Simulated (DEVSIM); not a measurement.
System: Al/SiO2/p-Ge capacitor, at 350 K.

| layer (left to right) | material | thickness (nm) | Na (cm⁻³) |
|---|---|---|---|
| 1 | SiO2 | 10.0 | - |
| 2 | Ge | 470 | 1.6e18 |

Metal gate on the left, work function 4.1 eV. Fixed charge at the semiconductor interface 7.9e11 cm⁻² (in units of +e); interface traps 6e11 cm⁻² eV⁻¹, uniform in energy, neutral level at 0.5 of the gap above the valence band.

Constants are typed, rounded textbook-type inputs, not results; the design itself was drawn at random and stands for no fabricated device. Values at 300 K; Nc and Nv go as T^1.5, mobilities as T to minus their exponent, the gap by Varshni's rule with the affinity fixed.

```csv
parameter,SiO2,Ge
gap (eV),9,0.664
affinity (eV),0.9,4
permittivity,3.9,16
Nc (cm⁻³),-,1.04e19
Nv (cm⁻³),-,6e18
Varshni α (eV/K),-,0.000477
Varshni β (K),-,235
```

Simulated with DEVSIM: 1D Poisson equation in equilibrium, Boltzmann statistics, complete ionisation; no quantum confinement or tunnelling. Metal contacts follow the ideal Schottky-Mott rule: no Fermi-level pinning, no interface dipoles.

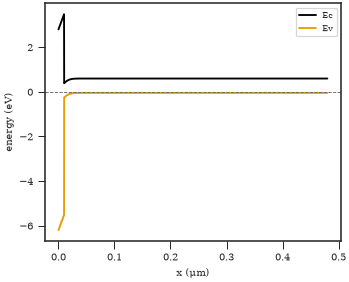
Figure. Band edges at 0.4 V on the gate

Energies count from the Fermi level of the right contact; mesh points crowd at the junctions.

```csv
x (μm),Ec (eV),Ev (eV),n (cm⁻³),p (cm⁻³),field (V/cm)
0.000,2.800,-6.200,< 1e2,< 1e2,680000
0.0009689,2.866,-6.134,< 1e2,< 1e2,680000
0.002449,2.967,-6.033,< 1e2,< 1e2,680000
0.004972,3.139,-5.861,< 1e2,< 1e2,680000
0.008019,3.346,-5.654,< 1e2,< 1e2,680000
0.009381,3.439,-5.561,< 1e2,< 1e2,680000
0.01017,0.386,-0.259,3.7e13,1.4e15,260000
0.01193,0.428,-0.216,8.9e12,5.8e15,220000
0.01472,0.484,-0.161,1.4e12,3.7e16,170000
0.02001,0.553,-0.092,1.5e11,3.6e17,89000
0.02934,0.592,-0.053,3.9e10,1.3e18,14000
0.05649,0.598,-0.047,3.3e10,1.6e18,19
0.09929,0.598,-0.047,3.3e10,1.6e18,≈ 0
0.1805,0.598,-0.047,3.3e10,1.6e18,≈ 0
0.3388,0.598,-0.047,3.3e10,1.6e18,≈ 0
0.4036,0.598,-0.047,3.3e10,1.6e18,≈ 0
0.4403,0.598,-0.047,3.3e10,1.6e18,≈ 0
0.4596,0.598,-0.047,3.3e10,1.6e18,≈ 0
0.4719,0.598,-0.047,3.3e10,1.6e18,≈ 0
0.4761,0.598,-0.047,3.3e10,1.6e18,≈ 0
0.4785,0.598,-0.047,3.3e10,1.6e18,≈ 0
0.4800,0.598,-0.047,3.3e10,1.6e18,≈ 0
```
